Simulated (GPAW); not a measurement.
## Geometry relaxation, with input and output: BF$_{3}$ (part 1 of 5)

System: BF$_{3}$.
Method: PBE/real-space grid, dispersion D3(0), scalar-relativistic datasets (GPAW 26.7.0).

The geometry comes from this level: GFN2-xTB.

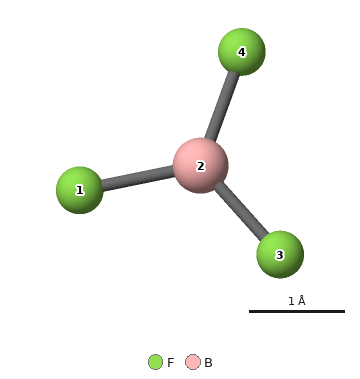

Figure 1. The input geometry (ball-and-stick view, seen at a tilt; atoms are numbered from 1 in the order of the input).

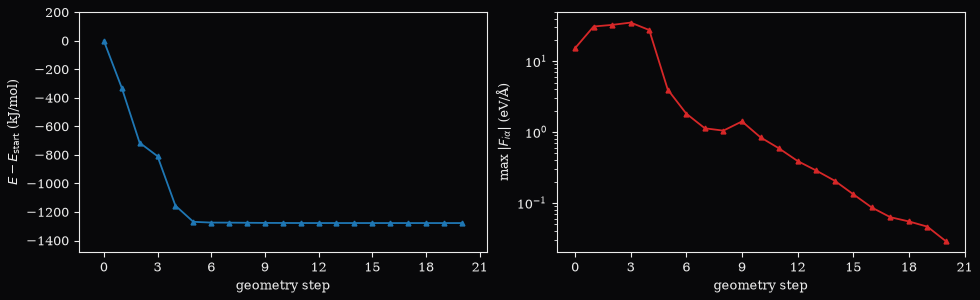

Figure 2. Progress of the relaxation, step by step (steps are counted from 0).

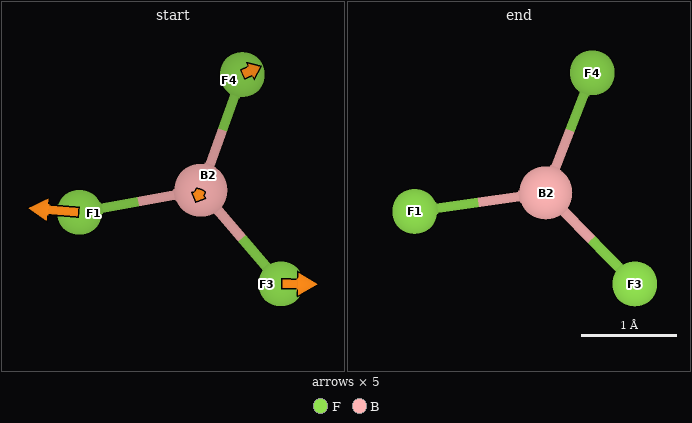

Figure 3. Before (left) and after (right) the relaxation, at one scale (ball-and-stick view, seen at a tilt). The orange arrows give the displacements, magnified 5 times. The largest move after the best rigid fit is that of F1, 0.11 Å. Largest moves by element: F 0.11 Å, B 0.03 Å. Distances before and after: F1–B2 1.300 → 1.394 Å, B2–F4 1.300 → 1.362 Å, B2–F3 1.300 → 1.344 Å. Among the angles that change: F1–B2–F3 120.0° → 126.1°, F3–B2–F4 120.0° → 114.7°. The energy falls by 1277.4 kJ/mol in 20 geometry steps. Largest force component: 15 eV/Å at the start, 0.029 eV/Å at the end. (Atoms are counted from 1 in the order of the input.)

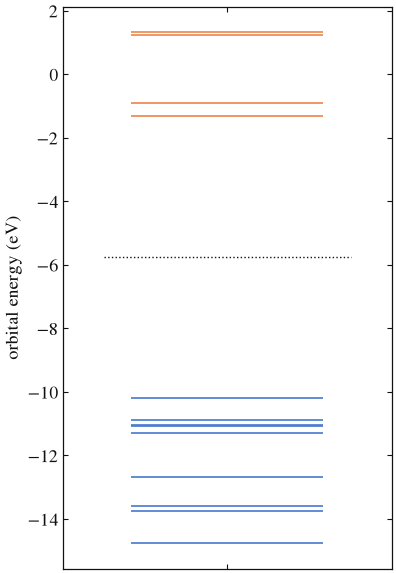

Figure 4. Orbital energies near the frontier; the dotted line parts filled from empty levels, and levels within 0.02 eV of each other stand side by side. Highest filled −10.19 eV, lowest empty −1.33 eV, 8.86 eV apart.

These pictures come from the run below.

### Input (BF3.py)
```python
import numpy as np
from ase import Atoms
from ase.calculators.mixing import SumCalculator
from ase.io import write
from ase.optimize import GPMin
from ase.units import Bohr
from dftd3.ase import DFTD3
from gpaw import GPAW

positions_bohr = np.array(
              [[  1.019488,   0.394896,   2.200246],
               [ -0.001002,   0.000057,   0.000586],
               [ -0.496544,  -2.292691,  -0.730304],
               [ -0.521942,   1.897739,  -1.470528]])
atoms = Atoms(['F', 'B', 'F', 'F'], positions=positions_bohr * Bohr)
atoms.center(vacuum=4.0)

dft = GPAW(mode='fd', h=0.28, xc='PBE', maxiter=100, symmetry='off', txt='-')
atoms.calc = SumCalculator([DFTD3(method='PBE', damping='d3zero'), dft])

opt = GPMin(atoms, trajectory='BF3.traj')
converged = opt.run(fmax=0.03, steps=60)
print('Converged:', converged)
print(f'Final energy            {atoms.get_potential_energy():.5f} eV')
print(f'r(F2-B1) = {atoms.get_distance(2, 1):.4f} Ang')
print(f'r(B1-F0) = {atoms.get_distance(1, 0):.4f} Ang')
write('relaxed.xyz', atoms)
```

Run as:
```bash
python3 BF3.py
```

### Log
```
__  _  _
 | _ |_)|_||  |
 |__||  | ||/\| - 26.7.0

units:  Angstrom and eV
cores:  1
OpenMP: False

Versions:
  Python: 3.12.14
  ASE:    3.29.0
  Numpy:  2.5.5
  Scipy:  1.18.1
  Libxc:  7.0.0

        _gpaw.cpython-312-aarch64-linux-gnu.so

Input parameters:
  mode=FD(),
  h=0.28,
  maxiter=100,
  symmetry=Symmetry(point_group=False, time_reversal=False),
  xc=XC(name='PBE')

Diagonalizing LCAO Hamiltonian
Converting LCAO to fd mode
       .---------------------.
      /|                     |
     / |                     |
    /  |                     |
   /   |                     |
  /    |                     |
 *     |                     |
 |     |                     |
 |     |        F            |
 |     |       B             |
 |     |     F F             |
 |     |                     |
 |     .---------------------.
 |    /                     /
 |   /                     /
 |  /                     /
 | /                     /
 |/                     /
 *---------------------*

Atoms  # Å, Bohr magnetons
|   | symbol |        x |        y |        z |    initial magnetic moments |
|---|--------|----------|----------|----------|-----------------------------|
| 0 |      F | 4.815690 | 5.422210 | 5.942490 | ( 0.0000,  0.0000,  0.0000) |
| 1 |      B | 4.275670 | 5.213270 | 4.778480 | ( 0.0000,  0.0000,  0.0000) |
| 2 |      F | 4.013440 | 4.000000 | 4.391710 | ( 0.0000,  0.0000,  0.0000) |
| 3 |      F | 4.000000 | 6.217480 | 4.000000 | ( 0.0000,  0.0000,  0.0000) |

Unit cell  # Å
| periodic |        x |         y |        z |   lengths |    angles |
|----------|----------|-----------|----------|-----------|-----------|
|       no | 8.815690 |  0.000000 | 0.000000 |  8.815690 | 90.000000 |
|       no | 0.000000 | 10.217480 | 0.000000 | 10.217480 | 90.000000 |
|       no | 0.000000 |  0.000000 | 9.942490 |  9.942490 | 90.000000 |

Number of symmetries: 1
Symmetry operations  # r_c * U_cc + t_c -> r_c
|   | kind |            matrix            |
|---|------|------------------------------|
| 0 |  E   |  1, 0, 0,  0, 1, 0,  0, 0, 1 |

BZ-sampling:
  Number of BZ points: 1
  Number of IBZ points: 1

  Monkhorst-Pack size: [1, 1, 1]
  Monkhorst-Pack shift: [0, 0, 0]

K-points  # in reciprocal-cell coordinates
|   |                                coordinates |     weight |
|---|--------------------------------------------|------------|
| 0 | (  0.00000000,   0.00000000,   0.00000000) | 1.00000000 |

Uniform wave function grid shape: (np.int64(31), np.int64(35), np.int64(35))
Spin-components: 1 (collinear spins)
Bands:           16
Projectors:      20
Spin-degeneracy: 2
Datatype:        float64

  Storage: CPU
  Wave functions: 4_860_800 bytes (4_860_800 per core)

Parallelization:
  kpt:    1
  domain: 1
  band:   1

Density:
  Valence electrons: 24.0
  Components: 1
  Grid points: [32 36 36]
  Charge: 0.0  # |e|

Potential:
  Grid points: [32 36 36]

species:
  F:
    name:    Fluorine
    Z:       9.0
    valence: 7
    core:    2
    charge:  0.0  # [|e|]
    file:    F.PBE.gz
    compensation charges:
      type: gauss
      rc: 0.20  # [Å]
      lmax: 2
    cutoffs:
      filter: 1.14  # [Å]
      core: 0.74  # [Å]
    projectors
    | kind |    occ | energy [eV] | rcut [Å] |
    |------|--------|-------------|----------|
    |   2s |  2.000 |     -29.898 |    0.635 |
    |   2p |  5.000 |     -11.110 |    0.635 |
    |    s |        |      -2.687 |    0.635 |
    |    p |        |      16.102 |    0.635 |
    |    d |        |       0.000 |    0.635 |

    Using partial waves for F as LCAO basis

  B:
    name:    Boron
    Z:       5.0
    valence: 3
    core:    2
    charge:  0.0  # [|e|]
    file:    B.PBE.gz
    compensation charges:
      type: gauss
      rc: 0.20  # [Å]
      lmax: 2
    cutoffs:
      filter: 1.14  # [Å]
      core: 1.38  # [Å]
    projectors
    | kind |    occ | energy [eV] | rcut [Å] |
    |------|--------|-------------|----------|
    |   2s |  2.000 |      -9.443 |    0.635 |
    |   2p |  1.000 |      -3.606 |    0.635 |
    |    s |        |      17.768 |    0.635 |
    |    p |        |      23.605 |    0.635 |
    |    d |        |       0.000 |    0.635 |

    Using partial waves for B as LCAO basis

Reference energy: -8811.731923  # eV

eigensolver:
  PPCG
  Converge bands: occupied
  niter=2

density mixing:
  MSR1-Mixer
  Pratt-step length: 0.05
  Maximum mixing coefficient: 0.75
  Old densities: 10
  SVD Regularization: 0.005
  Good broyden scale: 1.0
  Trust region scale: 1.0
  Backstep threshold: 4.0
  History deletion threshold: 6.0
  Fourier metric: weight=20.0, sigma=0.015

occupation numbers:
  # Zero width

FastPoissonSolver using
    Stencil: 6*3+1=19 point O(h^6) finite-difference Laplacian
    FFT axes: []
    FST axes: [np.int64(0), np.int64(1), np.int64(2)]

xc functional:
  name: PBE with 2 nearest neighbor stencil
interpolation: tri-quintic # 5. degree polynomial

Initialization done in: 0.336 s

convergence criteria:
- Maximum [total energy] change in last 3 cyles: 0.0005 eV / valence electron
- Maximum integral of absolute [dens]ity change: 0.0001 electrons / valence electron
- Maximum integral of absolute [eigenst]ate change: 4e-08 eV^2 / valence electron
maximum number of iterations: 100

SCF iterations
|iter     |     time |      energy | eigst |  dens |
|---------|----------|-------------|-------|-------|
|iter:   1| 00:00:00 |  -23.551329 | +1.12 |       |
|iter:   2| 00:00:01 |  -23.534918 | +0.01 | -0.99 |
|iter:   3| 00:00:01 |  -22.519045 | +0.24 | -1.04 |
|iter:   4| 00:00:01 |  -22.526595 | -0.89 | -1.50 |
|iter:   5| 00:00:01 |  -22.531992 | -1.63 | -1.77 |
|iter:   6| 00:00:01 |  -22.531616c| -2.26 | -2.45 |
|iter:   7| 00:00:02 |  -22.531798c| -3.07 | -2.83 |
|iter:   8| 00:00:02 |  -22.531832c| -3.91 | -3.15 |
|iter:   9| 00:00:02 |  -22.531832c| -4.72 | -3.66 |
|iter:  10| 00:00:02 |  -22.531833c| -5.52 | -4.09c|
|iter:  11| 00:00:02 |  -22.531833c| -6.17 | -4.49c|
|iter:  12| 00:00:03 |  -22.531833c| -6.83 | -4.88c|
|iter:  13| 00:00:03 |  -22.531833c| -7.54c| -5.27c|

Converged in 13 steps
SCF loop duration: 2.549 s (0.196 s/step)
Energy contributions relative to reference atoms: (reference = -8811.731923)

Energy contributions:
  Kinetic:          27.205072
  Coulomb:         -31.237961
  Zero:              4.834557
  External:          0.000000
  Xc:              -23.333501
  Entropy:           0.000000
  Spinorbit:         0.000000
  ----------------------------
  Free energy:     -22.531833
  Extrapolated:    -22.531833

dipole moment: (-0.003152, 0.002037, 0.006355)  # |e|*Ang

Fermi level: -5.385
Eigenvalues  # (at kpt = [0.000, 0.000, 0.000])
| band index |      eig [eV] | occ [0-2] |
|------------|---------------|-----------|
|          0 |       -32.046 |     2.000 |
|        ... |               |           |
|          4 |       -14.387 |     2.000 |
|          5 |       -13.843 |     2.000 |
|          6 |       -12.664 |     2.000 |
|          7 |       -12.093 |     2.000 |
|          8 |       -11.281 |     2.000 |
|          9 |       -10.501 |     2.000 |
|         10 |       -10.395 |     2.000 |
|         11 |       -10.176 |     2.000 |
|         12 |        -0.594 |     0.000 |
|         13 |         0.088 |     0.000 |
|         14 |         1.248 |     0.000 |
|         15 |         1.348 |     0.000 |

Gap: 9.582 eV
Transition (v -> c):
  (s=0, k=0, n=11, [0.00, 0.00, 0.00]) -> (s=0, k=0, n=12, [0.00, 0.00, 0.00])
No difference between direct/indirect transitions
vacuum-level: 0.000  # V

Forces  # eV/Ang
|        x |        y |        z |
|----------|----------|----------|
| -5.47764 |  4.96441 |  2.40965 |  # F    0
|  0.29812 | -0.81160 | -0.89599 |  # B    1
| 15.28123 | -2.96205 | 10.16461 |  # F    2
|  5.12269 | -5.02977 | -3.30377 |  # F    3

Force computation time: 0.009  # s
       Step     Time          Energy          fmax
GPMin:    0 00:00:03      -22.539802       18.588187
       .---------------------.
      /|                     |
     / |                     |
    /  |                     |
   /   |                     |
  /    |                     |
 *     |                     |
 |     |                     |
 |     |        F            |
 |     |       B             |
 |     |      FF             |
 |     |                     |
 |     .---------------------.
 |    /                     /
 |   /                     /
 |  /                     /
 | /                     /
 |/                     /
 *---------------------*

Atoms  # Å, Bohr magnetons
|   | symbol |        x |        y |        z |    initial magnetic moments |
|---|--------|----------|----------|----------|-----------------------------|
| 0 |      F | 4.714717 | 5.513853 | 5.987172 | ( 0.0000,  0.0000,  0.0000) |
| 1 |      B | 4.281170 | 5.198294 | 4.761947 | ( 0.0000,  0.0000,  0.0000) |
| 2 |      F | 4.295362 | 3.945116 | 4.579196 | ( 0.0000,  0.0000,  0.0000) |
| 3 |      F | 4.094473 | 6.124858 | 3.938892 | ( 0.0000,  0.0000,  0.0000) |

Unit cell  # Å
| periodic |        x |         y |        z |   lengths |    angles |
|----------|----------|-----------|----------|-----------|-----------|
|       no | 8.815690 |  0.000000 | 0.000000 |  8.815690 | 90.000000 |
|       no | 0.000000 | 10.217480 | 0.000000 | 10.217480 | 90.000000 |
|       no | 0.000000 |  0.000000 | 9.942490 |  9.942490 | 90.000000 |

Initialization done in: 0.127 s

convergence criteria:
- Maximum [total energy] change in last 3 cyles: 0.0005 eV / valence electron
- Maximum integral of absolute [dens]ity change: 0.0001 electrons / valence electron
- Maximum integral of absolute [eigenst]ate change: 4e-08 eV^2 / valence electron
maximum number of iterations: 100

SCF iterations
|iter     |     time |      energy | eigst |  dens |
|---------|----------|-------------|-------|-------|
|iter:   1| 00:00:03 |    2.789724 | +1.29 |       |
|iter:   2| 00:00:03 |    1.646943 | +0.10 | -0.98 |
|iter:   3| 00:00:03 |   -5.784257 | +0.17 | -1.02 |
|iter:   4| 00:00:04 |  -14.848414 | -0.60 | -1.34 |
|iter:   5| 00:00:04 |  -20.722373 | -1.40 | -1.72 |
|iter:   6| 00:00:04 |  -21.237099 | -2.23 | -2.32 |
|iter:   7| 00:00:04 |  -21.256055 | -2.95 | -2.62 |
|iter:   8| 00:00:05 |  -21.362408 | -3.63 | -3.05 |
|iter:   9| 00:00:05 |  -21.376174 | -4.25 | -3.67 |
|iter:  10| 00:00:05 |  -21.372629 | -4.90 | -4.13c|
|iter:  11| 00:00:05 |  -21.371229c| -5.51 | -4.51c|
|iter:  12| 00:00:05 |  -21.370311c| -6.10 | -4.86c|
|iter:  13| 00:00:06 |  -21.370775c| -6.68 | -5.24c|
|iter:  14| 00:00:06 |  -21.370752c| -7.38 | -5.57c|
|iter:  15| 00:00:06 |  -21.370766c| -7.72c| -6.02c|

Converged in 15 steps
SCF loop duration: 2.906 s (0.194 s/step)
Energy contributions relative to reference atoms: (reference = -8811.731923)

Energy contributions:
  Kinetic:          42.987914
  Coulomb:         -43.079364
  Zero:              3.199792
  External:          0.000000
  Xc:              -24.479108
  Entropy:           0.000000
  Spinorbit:         0.000000
  ----------------------------
  Free energy:     -21.370766
  Extrapolated:    -21.370766

dipole moment: (-0.107616, -0.009104, -0.142680)  # |e|*Ang

Fermi level: -4.918
Eigenvalues  # (at kpt = [0.000, 0.000, 0.000])
| band index |      eig [eV] | occ [0-2] |
|------------|---------------|-----------|
|          0 |       -32.429 |     2.000 |
|        ... |               |           |
|          4 |       -14.411 |     2.000 |
|          5 |       -13.654 |     2.000 |
|          6 |       -13.548 |     2.000 |
|          7 |       -11.659 |     2.000 |
|          8 |       -11.113 |     2.000 |
|          9 |       -10.891 |     2.000 |
|         10 |       -10.733 |     2.000 |
|         11 |        -8.953 |     2.000 |
|         12 |        -0.882 |     0.000 |
|         13 |         0.000 |     0.000 |
|         14 |         1.292 |     0.000 |
|         15 |         1.366 |     0.000 |

Gap: 8.071 eV
Transition (v -> c):
  (s=0, k=0, n=11, [0.00, 0.00, 0.00]) -> (s=0, k=0, n=12, [0.00, 0.00, 0.00])
No difference between direct/indirect transitions
vacuum-level: 0.000  # V

Forces  # eV/Ang
|        x |         y |         z |
|----------|-----------|-----------|
| -8.79332 | -22.28228 |  29.49815 |  # F    0
|  2.27176 |  -2.62204 |   2.92417 |  # B    1
| 20.21088 |  -9.08127 |  19.25714 |  # F    2
| 12.93372 |  21.04034 | -36.62899 |  # F    3
```
